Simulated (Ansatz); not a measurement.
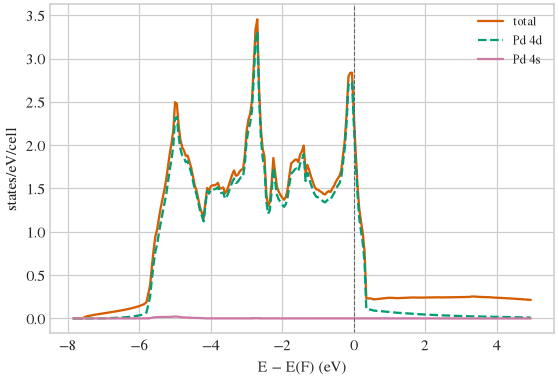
Fig. 1. Total and projected density of states of Pd (fcc (Cu type), Fm-3m), plane-wave PAW LDA (Ansatz code)

Task: Which orbitals carry the states next to the Fermi level?

Result: Within 0.5 eV of the Fermi level: Pd 4d 93 %, outside the projected shells 7 %. Projections are on Löwdin-orthogonalised atomic valence shells; empty p or d shells of many metals are not among them.

Task: Where is the tallest occupied peak in this window, and what makes it?

Result: Near -2.7 eV, about 3.5 states/eV per cell; the largest projected share is Pd 4d.

The cell was relaxed with LDA under the symmetry of its start. The run is not spin-polarised. Spin–orbit coupling is left out wherever it is not named.

Potentials: the earlier of the program's two PAW sets. The files were generated under PBE; for other functionals the program regenerates the frozen cores, and for LDA and PBEsol the local potential too.
